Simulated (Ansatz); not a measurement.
## CdSe: pressure series

Consider CdSe in the zinc blende structure (space group F-43m, No. 216).

```cif
data_CdSe
_chemical_formula_sum 'Se1 Cd1'
_space_group_name_H-M_alt 'P 1'
_space_group_IT_number 1
_cell_length_a 4.38155
_cell_length_b 4.38155
_cell_length_c 4.38155
_cell_angle_alpha 60.000
_cell_angle_beta 60.000
_cell_angle_gamma 60.000
loop_
_space_group_symop_operation_xyz
  'x, y, z'
loop_
_atom_site_label
_atom_site_type_symbol
_atom_site_fract_x
_atom_site_fract_y
_atom_site_fract_z
_atom_site_occupancy
Se1 Se 0.75000 0.75000 0.75000 1
Cd1 Cd 0.00000 0.00000 0.00000 1
```

Cell and atoms are relaxed at each pressure.

Method: Ansatz (an electronic-structure program), PBE, PAW, cutoff 420 eV, without spin-orbit coupling, earlier PAW set.

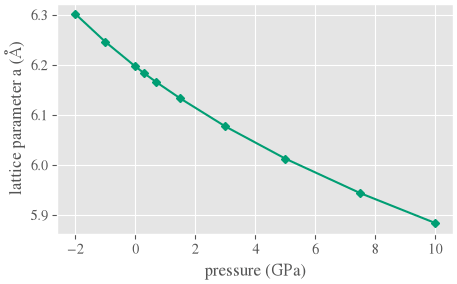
Fig. 1. Lattice parameter a against pressure

Problem. From the plot, what is the lattice parameter a for pressure −1 GPa?

Solution. About 6.25 Å.

Problem. Is the trend monotonic over the range shown?

Solution. Yes, it falls throughout, spanning 5.884 Å to 6.301 Å.

Load acts through the strain it causes; cell and atoms are relaxed under it. Stability against distortions was not tested. Tetrahedral semiconductors of this kind turn to denser phases somewhere between about 1 and 50 GPa; those were not computed, so compressed cells here can lie past the real transition.
